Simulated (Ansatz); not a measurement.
SiC (wurtzite)

```xyz
8
Lattice="6.1839 0.0000 0.0000 -1.5460 2.6777 0.0000 0.0000 0.0000 5.0743" Properties=species:S:1:pos:R:3 pbc="T T T"
Si     1.5460     0.8926     0.0026
Si     4.6379     0.8926     0.0026
Si     0.0000     1.7851     2.5398
Si     3.0920     1.7851     2.5398
C      1.5460     0.8926     3.1698
C      4.6379     0.8926     3.1698
C      0.0000     1.7851     0.6327
C      3.0920     1.7851     0.6327
```

A phonon eigenvector at M = (0.5, 0.0, 0.0) is frozen into this cell: atom i moves by Q times the vector below, so Q is the largest atomic displacement, in Å. The cell is held. (q is in reciprocal vectors of the primitive cell; the cell shown is doubled to hold the pattern.)

```
atom       x       y       z
----  ------  ------  ------
Si1    0.309   0.178   0.934
Si2   -0.309  -0.178  -0.934
Si3    0.309   0.178  -0.934
Si4   -0.309  -0.178   0.934
C5    -0.177  -0.102   0.385
C6     0.177   0.102  -0.385
C7    -0.177  -0.102  -0.385
C8     0.177   0.102   0.385
```

Computed with PBE (plane waves to 420 eV, PAW, scalar-relativistic; Ansatz, a program for electronic structure). k mesh 6×12×7 (Γ-centred), Fermi-Dirac smearing 0.05 eV. Energies are smeared free energies. Compression counts positive. SiC was relaxed with its symmetry unable to fall. The zero of ΔE is the undisplaced structure.

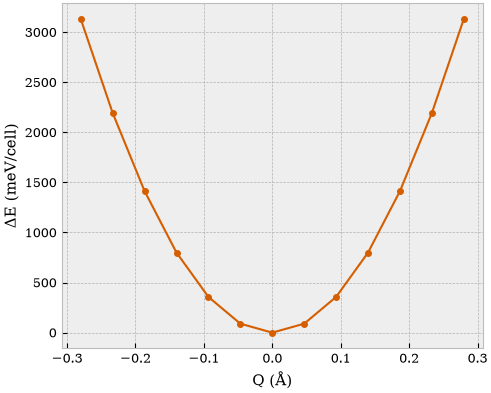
ΔE (meV/cell) against Q (Å); one marker a computed point.

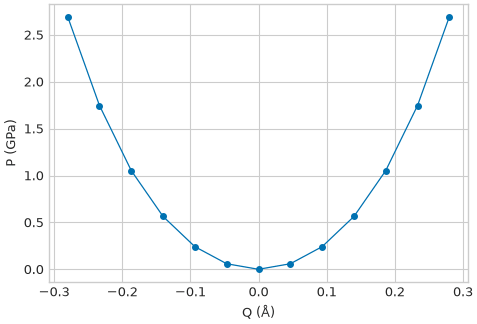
*P (GPa) against Q (Å); computed points joined by lines.*

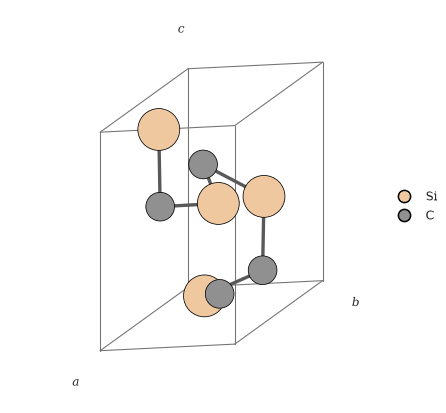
Fig. 1. The cell of the calculation at Q = 0.280 Å.

The energy at Q = 0.280 Å is 3132 meV/cell. Shape of the curve: a single well with its minimum at or next to zero displacement. Harmonic wavenumber from the curvature (finite differences): 429 cm⁻¹. Space group of the distorted cell: Pmc2_1 (No. 26), lowered from P6_3mc. Wavenumber by perturbation theory (DFPT, on another k mesh): 429 cm⁻¹.

E″ = 82.07 eV/Å², M = Σ mᵢ|uᵢ|² = 121.5 u, ν̃ = 521.5·√(|E″|/M).

(For displaced atoms, the force is minus the slope of the energy, and its curvature is a force constant, which sets phonon frequencies.)
